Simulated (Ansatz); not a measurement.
## Ligand exchange: GaH2Br + C4H11NSi → GaH2(NH2) + C4H9BrSi

Species: GaH2Br `[GaH2][Br]`, singlet; C4H11NSi `C=C[SiH](N)CC`, singlet; GaH2(NH2), singlet; C4H9BrSi `C=C[SiH](Br)CC`, singlet. The partners trade Br for NH2: Ga–Br and Si–NH2 bonds give way to Ga–NH2 and Si–Br.

Shapes, held fixed at every level: PBE0-D4/def2-TZVP. Flexible molecules stand in one conformer, not always the lowest. Programs: Ansatz 0.2.0. Electronic energies: no zero-point or thermal term.

| level | kind | ΔE (kJ/mol) |
| --- | --- | --- |
| HF/def2-SVP | Hartree–Fock | +51.0 |
| PBE-D4/def2-TZVPP | GGA | +28.5 |
| PBE0-D4/def2-TZVPP | global hybrid | +34.2 |
| wB97X-V/def2-TZVPP | range-separated hybrid | +33.9 |
| B2PLYP/def2-TZVPP | double hybrid | +34.5 |
| MP2/def2-SVP | perturbation theory | +27.0 |
| CCSD/def2-SVP | coupled cluster or CI | +31.9 |
| MP2/def2-TZVPP | perturbation theory | +27.4 |

MP2/def2-TZVPP gives ΔE = +27.4 kJ/mol; the levels span +27.0 to +51.0. The median of the levels is +32.9. No measured value is set beside it here. Relativity is left out for Br, Ga. Outer-core shells of Br, Ga are correlated, in sets that cover them unevenly.

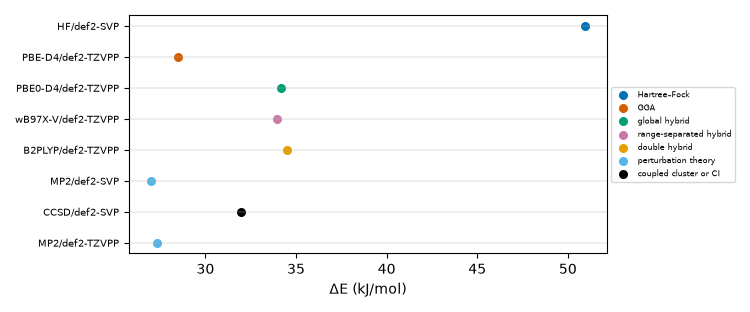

The values of the table, level by level.
